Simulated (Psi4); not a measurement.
# SCAN/def2-SVP run of CH5GaO (SMILES C[O][GaH2])

Aim: the vertical ionisation energy of CH5GaO at SCAN/def2-SVP, from 2 runs. The job is set up through a Python script.

Program for the calculation: Psi4 1.11.

4 further runs of the same task are left out: 4 set aside as unsound or not needed. Runs told in other sessions of the task aren't counted.

### Step 1. The structure to begin with

CH5GaO: 8 atoms, total charge 0, spin state singlet. As SMILES, `C[O][GaH2]`. The shape is that of a PBE0-D4/def2-TZVP optimisation.

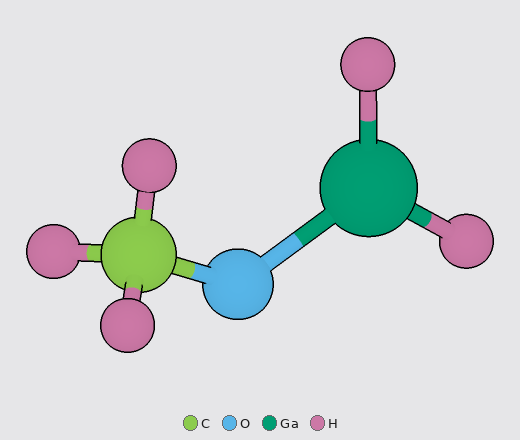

The structure, seen from a chosen angle (carbon green, oxygen blue, gallium teal, hydrogen pink).

### Step 2. The energy at SCAN/def2-SVP

ch5gao.py

```python
import psi4

psi4.set_memory(1600000000)
psi4.set_num_threads(1)
psi4.core.set_output_file('psi4.out', False)

m = psi4.geometry("""
0 1
C     -1.16558307     1.83794763    -0.79916518
O     -1.33282384    -0.51684010     0.40345653
Ga     1.32885541    -2.46042341     1.09471834
H     -2.26804929     1.81791653    -2.55226410
H      0.78272456     2.37387396    -1.27858870
H     -1.94755174     3.31495757     0.42386557
H      3.95689753    -1.38479130     0.27004186
H      0.64571942    -4.98264087     2.43793567
units bohr
symmetry c1
""")

psi4.set_options(dict(reference='rks', puream=True, scf_type='pk', dft_radial_points=99, dft_spherical_points=590))

result = psi4.energy("scan/def2-SVP")
print(f'total energy {result:.8f} hartree = {result * 27.211386:.5f} eV')
```

The run is started by

```sh
$ python ch5gao.py
```

psi4.out:

```text
[...]
  Running in c1 symmetry.
[...]
  Nuclear repulsion =  184.254938847410500
[...]
  Multiplicity = 1
[...]
  Nalpha       = 25
  Nbeta        = 25
[...]
    Number of basis functions: 85
[...]
   @RKS iter   1: -2039.09908626572974   -1.61205e+00   2.99664e-02 ADIIS/DIIS
[...]
   @RKS iter  11: -2040.94583839428606   -4.96107e-09   2.89140e-07 DIIS
[...]
    Orbital Energies [Eh]
    ---------------------
    Doubly Occupied:
       1A   -372.037480     2A    -45.762272     3A    -40.489866
       4A    -40.485201     5A    -40.484890     6A    -18.941019
       7A    -10.090858     8A     -5.450383     9A     -3.719896
      10A     -3.710088    11A     -3.708398    12A     -0.941054
      13A     -0.759691    14A     -0.756299    15A     -0.754734
      16A     -0.753617    17A     -0.750493    18A     -0.617121
      19A     -0.454926    20A     -0.403026    21A     -0.398397
      22A     -0.363676    23A     -0.289312    24A     -0.249099
      25A     -0.243435
[...]
  @RKS Final Energy: -2040.94583839428606
   => Energetics <=
    Nuclear Repulsion Energy =            184.2549388474105001
    One-Electron Energy =               -3208.5494428690235509
    Two-Electron Energy =                1074.3794613721504447
    DFT Exchange-Correlation Energy =     -91.0307957448233651
    Empirical Dispersion Energy =           0.0000000000000000
    VV10 Nonlocal Energy =                  0.0000000000000000
    Total Energy =                      -2040.9458383942860564
[...]
 Multipole Moments:
 ------------------------------------------------------------------------------------
     Multipole            Electronic (a.u.)      Nuclear  (a.u.)        Total (a.u.)
 ------------------------------------------------------------------------------------
 L = 1.  Multiply by 2.5417464519 to convert [e a0] to [Debye]
 Dipole X            :          3.8379831           -3.4724079            0.3655751
 Dipole Y            :         -7.3991156            7.5976662            0.1985506
 Dipole Z            :          3.3090952           -3.4483382           -0.1392430
 Magnitude           :                                                    0.4386982
[...]
```

On the terminal:

```text
total energy -2040.94583839 hartree = -55536.96501 eV
```

Run time: 22 s. Hardware: 1 thread of Intel Xeon 6975P-C (Granite Rapids), shared host; peak memory 1.1 GiB.

### Step 3. The doublet cation

calc.py

```python
import psi4

psi4.set_memory(1600000000)
psi4.set_num_threads(1)
psi4.set_output_file('run.log', False)

geom = psi4.geometry("""
1 2
C     -1.16558307     1.83794763    -0.79916518
O     -1.33282384    -0.51684010     0.40345653
Ga     1.32885541    -2.46042341     1.09471834
H     -2.26804929     1.81791653    -2.55226410
H      0.78272456     2.37387396    -1.27858870
H     -1.94755174     3.31495757     0.42386557
H      3.95689753    -1.38479130     0.27004186
H      0.64571942    -4.98264087     2.43793567
units bohr
symmetry c1
""")

psi4.set_options({
    'basis': 'def2-SVP',
    'reference': 'uks',
    'puream': True,
    'scf_type': 'pk',
    'dft_radial_points': 99,
    'dft_spherical_points': 590,
    'maxiter': 100,
})

e, wfn = psi4.energy('scan', return_wfn=True)
print(f'total energy {e:.8f} hartree = {e * 27.211386:.5f} eV')
```

The run is started by

```sh
$ python calc.py
```

run.log:

```text
[...]
  Running in c1 symmetry.
[...]
  Nuclear repulsion =  184.254938847410500
[...]
  Multiplicity = 2
[...]
  Nalpha       = 25
  Nbeta        = 24
[...]
    Number of basis functions: 85
[...]
   @UKS iter   1: -2038.84000229995218   -1.35297e+00   2.96838e-02 ADIIS/DIIS
[...]
   @UKS iter  38: -2040.57936846329903   -7.55676e-09   1.29495e-07 DIIS
[...]
   @S^2 Observed:                7.580129624E-01
[...]
    Orbital Energies [Eh]
    ---------------------
    Alpha Occupied:
       1A   -372.283568     2A    -46.008206     3A    -40.735713
       4A    -40.731795     5A    -40.730344     6A    -19.289363
       7A    -10.341260     8A     -5.696351     9A     -3.965451
      10A     -3.958111    11A     -3.952528    12A     -1.267141
      13A     -1.007388    14A     -1.003794    15A     -1.000099
      16A     -0.998952    17A     -0.997460    18A     -0.882781
      19A     -0.728609    20A     -0.697594    21A     -0.668724
      22A     -0.602008    23A     -0.564693    24A     -0.534340
      25A     -0.507745
    Alpha Virtual:
[...]
  @UKS Final Energy: -2040.57936846329903
   => Energetics <=
    Nuclear Repulsion Energy =            184.2549388474105001
    One-Electron Energy =               -3195.7036640535629886
    Two-Electron Energy =                1061.5728089509036636
    DFT Exchange-Correlation Energy =     -90.7034522080500665
    Empirical Dispersion Energy =           0.0000000000000000
    VV10 Nonlocal Energy =                  0.0000000000000000
    Total Energy =                      -2040.5793684632990335
  UHF NO Occupations:
  HONO-2 :   23  A 1.9995007
  HONO-1 :   24  A 1.9972707
[...]
 Multipole Moments:
 ------------------------------------------------------------------------------------
     Multipole            Electronic (a.u.)      Nuclear  (a.u.)        Total (a.u.)
 ------------------------------------------------------------------------------------
 L = 1.  Multiply by 2.5417464519 to convert [e a0] to [Debye]
 Dipole X            :          3.2930984           -3.4724079           -0.1793095
 Dipole Y            :         -6.3521568            7.5976662            1.2455095
 Dipole Z            :          2.9453357           -3.4483382           -0.5030025
 Magnitude           :                                                    1.3551595
[...]
```

On the terminal:

```text
total energy -2040.57936846 hartree = -55526.99286 eV
```

Wall time 96 s (1 thread of Intel Xeon 6975P-C (Granite Rapids), shared host); peak memory 1.1 GiB.

### Step 4. Summary of results

At SCAN/def2-SVP:

| quantity | value |
| --- | --- |
| singlet CH5GaO: total energy | -2040.94584 Eh |
| singlet CH5GaO: dipole moment | 1.12 D |
| singlet CH5GaO: HOMO energy | -6.62 eV |
| singlet CH5GaO: LUMO energy | -1.66 eV |
| singlet CH5GaO: HOMO–LUMO gap | 4.97 eV |
| doublet cation: total energy | -2040.57937 Eh |
| doublet cation: HOMO energy (highest over α and β) | -13.48 eV |
| doublet cation: LUMO energy (lowest over α and β) | -13.11 eV |
| doublet cation: ⟨S²⟩ | 0.758 |
| vertical ionisation energy (to the doublet cation) | 9.972 eV |

What this shows: Removing an electron at fixed nuclei costs 9.97 eV (230 kcal/mol). −ε(HOMO) before ionisation, 6.62 eV, is 3.35 eV below this ionisation energy.
